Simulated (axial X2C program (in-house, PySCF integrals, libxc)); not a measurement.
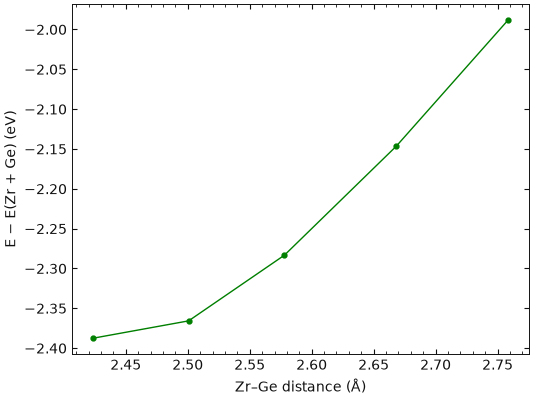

Fig. 1: Energy at 5 bond lengths, for one set of occupations held fixed; the line joins the points. The lowest point is at 2.42 Å, the end of the range, so no minimum is bracketed. The lowest point lies 2.39 eV below Zr + Ge.

# Run report: ZrGe, relativistic diatomic calculation

System: ZrGe, single determinant with M_S = 1 and |Λ| = 1 (not the lowest found).
Method: PBE0, spin-free X2C-1e, Zr dyall-cv3z, Ge dyall-cv3z (cores contracted) (axial X2C program (in-house, PySCF integrals, libxc)).

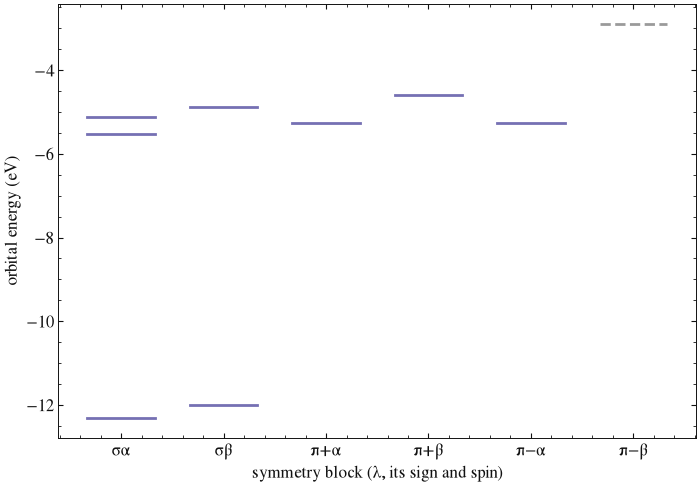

Fig. 2: Orbital energies near the frontier at 2.58 Å, filled (solid) and empty (dashed); a label such as π−α means λ = −1 and α spin. The highest filled orbital (π+β; 49 % Ge p, 39 % Zr d) lies at −4.60 eV, the lowest empty one (π−β; 50 % Ge p, 38 % Zr d) at −2.89 eV.

These pictures come from the run below.

## Input file
```
{"zs": [40, 32], "q": 0, "bas": ["dyall-cv3z", "dyall-cv3z"], "levels": ["PBE0", "HF", "PBE50"], "cc": true, "r0": 2.75, "thr": -1.0, "nmax": 90, "npts": 10, "nst": 2, "ntry": 6}
```

The line is the task of a batch: nuclear charges, charge, bases, the levels to run, a first guess of the distance and further settings. This report covers PBE0 without spin-orbit coupling. The log is that of the reference distance 2.578 Å, started from orbitals converged before.

Launched within a batch (the task file carries these settings):
```bash
python <driver script> task.json out
```

## Log
```
spin-free X2C-1e  PBE0
basis functions 269  fitting functions 1350  grid points 5805
iter        total energy     max residual
   1      -5696.571442353     2.63e-05
   2      -5696.571442353     4.97e-05
   3      -5696.571442383     4.57e-05
   4      -5696.571442391     1.42e-05
converged
one-electron -8415.61341690  Coulomb 2651.01007773  exact exchange -47.85487568  xc functional -146.85443389  nuclear repulsion 262.74120635
```

## The points of the curve

| R (Å) | E (hartree) | dipole (D; origin at the first atom, positive when the second is positive) | highest filled (eV) | lowest empty (eV) |
| --- | --- | --- | --- | --- |
| 2.423 | −5696.575275 | −3.35 | −4.85 | −3.04 |
| 2.501 | −5696.574472 | −3.43 | −4.72 | −2.95 |
| 2.578 | −5696.571442 | −3.56 | −4.60 | −2.89 |
| 2.668 | −5696.566419 | −3.65 | −4.54 | −2.84 |
| 2.759 | −5696.560596 | −3.63 | −4.53 | −2.82 |

## Summary

| quantity | value |
| --- | --- |
| outcome | converged |
| largest ⟨S²⟩ along the curve | 2.39 |
| hardware | 1 thread of Arm Neoverse V2, 24 GiB of memory available, shared host |
| wall time | 12 s |
| peak memory | 0.66 GiB |

## Notes

⟨S²⟩ reaches 2.39 where a pure state of this multiplicity has 2.00, so the determinant is spin-contaminated. Limits: 5 of the 10 points asked for were kept.
